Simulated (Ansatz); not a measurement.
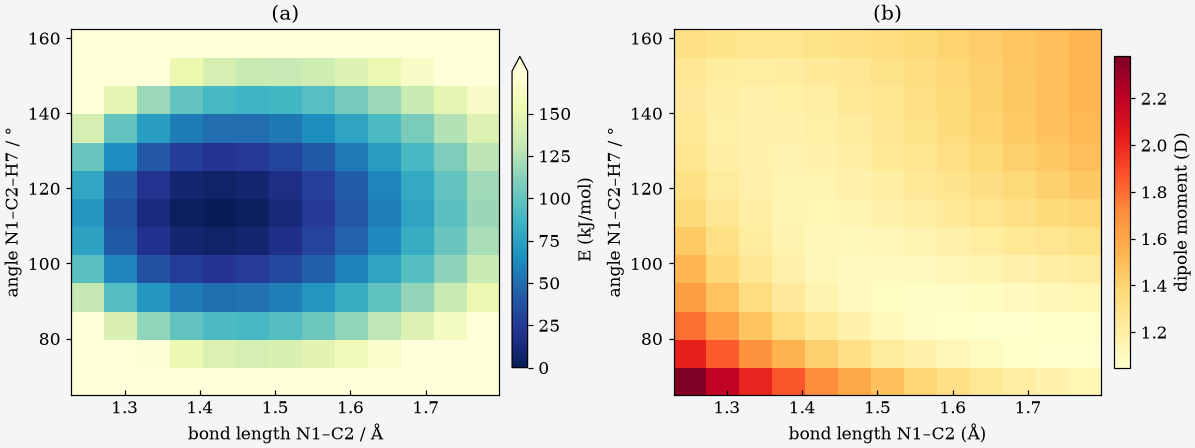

CH3BClN, SMILES NC=BCl. 
- The first coordinate is: bond length N1–C2; the second: angle N1–C2–H7.
- Nothing is relaxed (all other coordinates rigid).
- The grid has 13 × 13 points.
- Points are written as (first, second).
- All energies are given in kJ/mol relative to the lowest grid point.
- These are results of RKS r2SCAN-D4/def2-TZVP in Ansatz, not measurements.

Panel (a) is the energy and panel (b) the computed dipole moment on the same grid.

In the figure: one coloured cell a grid point, one colour for all values above the top of the scale.

### How does the dipole moment vary over the map, and what is it at the lowest grid point?

Leaving out the highest fifth of the energies, it runs from 1.05 D at (1.645 Å, 83.7°) to 1.79 D at (1.251 Å, 83.7°). At the lowest grid point, (1.426 Å, 113.7°), it is 1.14 D.
